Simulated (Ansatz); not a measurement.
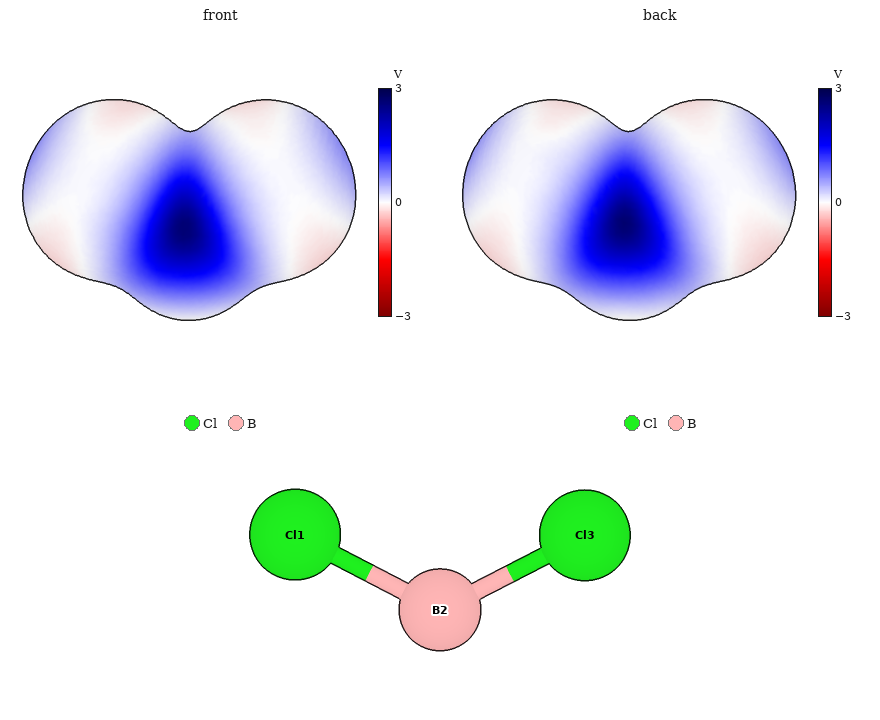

Figure. BCl$_{2}$ (SMILES Cl[B]Cl) (doublet). The molecular electrostatic potential painted on the density surface at 0.004 e/bohr³, seen from the front and from behind; the colour scale runs from red (negative) to blue (positive). The bare structure is drawn below in the same view.

Geometry: PBE0-D4/def2-TZVP.

Level of theory: Ansatz 0.2.0, isolated molecule in a Gaussian basis; Hartree-Fock.

```yaml
atoms:
  - { symbol: Cl, position_ang: [0.3715, -1.5256, 0.0300] }
  - { symbol: B, position_ang: [-0.4639, -0.0503, -0.2569] }
  - { symbol: Cl, position_ang: [0.0815, 1.5111, 0.2137] }
```

Which sites attract a positive test charge, and which a negative one?

A positive charge is drawn to the negative regions and a negative charge to the positive ones. The most negative region (about −0.2 V) lies over Cl1 and Cl3, the most positive (about +2.6 V) over B2. Cl1 shows a σ-hole: about +0.7 V at the tip opposite its bond, against about −0.1 V on its flanks. Cl3 shows a σ-hole: about +0.7 V at the tip opposite its bond, against about 0.0 V on its flanks.
